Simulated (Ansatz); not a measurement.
Cost and result by functional for the adsorption energy of Cl on the 1x1 (0001) surface of hcp Sc, one in a 2x2 cell, started at the site 'hollow Sc-Sc-Sc over Sc at depth 2.5 Å', in Ansatz (plane waves, PAW). Single points on the PBE structure, on one kind of machine; costs are rough ratios of the slab run's core time (references not counted) to the cheapest single point. r2SCAN's cost holds its higher cutoff (500 against 420 eV). Differences are taken against r2SCAN for comparison alone: no measured value is at hand, so the table doesn't rank accuracy.

Set-up: 17 atoms, 7.6 Å thick at the start under the adsorbate (thin: gaps and levels are the slab's own); mesh 5x5x1; 0.1 eV smearing; dipole correction on; 8 atoms held, the rest relaxed; symmetry of the start imposed; no spin, no spin-orbit, no U, no dispersion correction. At the end it is bonded to 3 Sc. In PBE this state lies 0.03 eV over the lowest of the starts that converged ('bridge Sc-Sc (span 3.3 Å)'). These notes are the PBE run's. Adsorption energies are against ½ Cl2(g). A negative adsorption energy means that the adsorbate is more stable on the surface than in its reference.

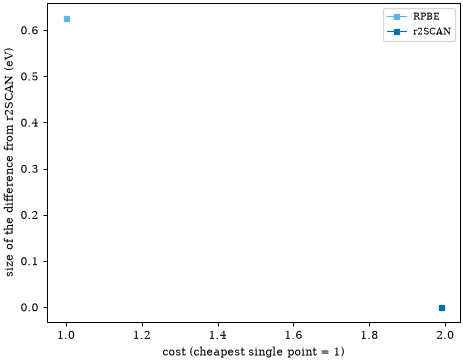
*Difference from r2SCAN against cost*

| functional | relative cost | adsorption energy (eV) | less r2SCAN (eV) |
|---|---|---|---|
| RPBE | 1 | -3.63 | 0.63 |
| r2SCAN | 2 | -4.25 | 0.00 |
| PBE (the relaxed run's value) | – | -3.79 | 0.46 |

The values span 0.63 eV, while the single points' costs differ by a factor of roughly 2. Differences are of unrounded values.

Ansatz is an electronic-structure program.
